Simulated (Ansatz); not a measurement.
```xyz
15

C    -1.3412    1.1328    1.6770
N    -0.5609    0.4738    0.7014
V     0.3304   -0.2790   -0.4131
N    -0.4146   -1.9459   -0.7176
N     2.0548   -0.4404    0.2402
N     0.3066    0.7421   -1.9568
H    -0.7058    1.5735    2.4546
H    -1.9329    1.9387    1.2266
H    -2.0340    0.4344    2.1617
H    -1.3366   -2.2393   -0.4352
H     0.1774   -2.7497   -0.8759
H     2.8479   -0.3279   -0.3761
H     2.3353   -0.3129    1.1999
H     0.2660    0.2975   -2.8636
H     0.0077    1.7024   -2.0231
```

Geometry: PBE0-D4/def2-TZVP.

Computed with Ansatz 0.2.0, RKS PBE0-D4/def2-TZVPP.

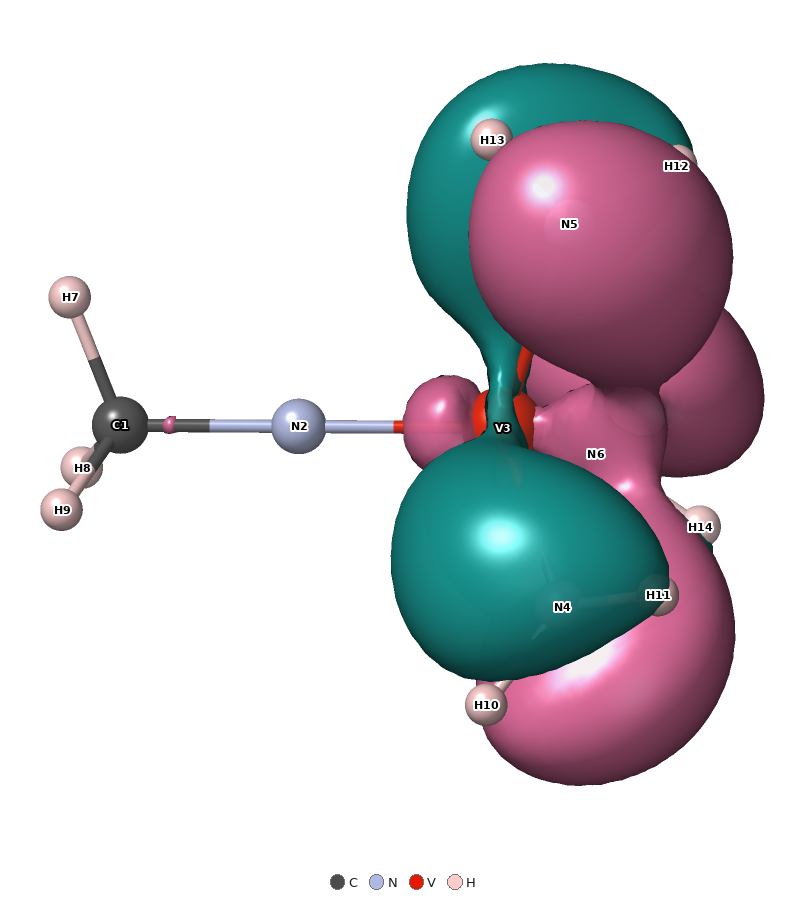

CH9N4V (SMILES C[N]=[V]([NH2])([NH2])[NH2]). One frontier orbital at ±0.08 Å⁻³ᐟ² (teal and pink are the two phases), seen across its widest extent.

### Which orbital is it: HOMO or LUMO?

The HOMO, at −6.49 eV. Its weight (Hirshfeld) is mainly on N4 (about 25 %), N5 (about 25 %), N6 (about 25 %) and V3 (about 10 %); largely a combination of lone pairs on N4, N5 and N6.
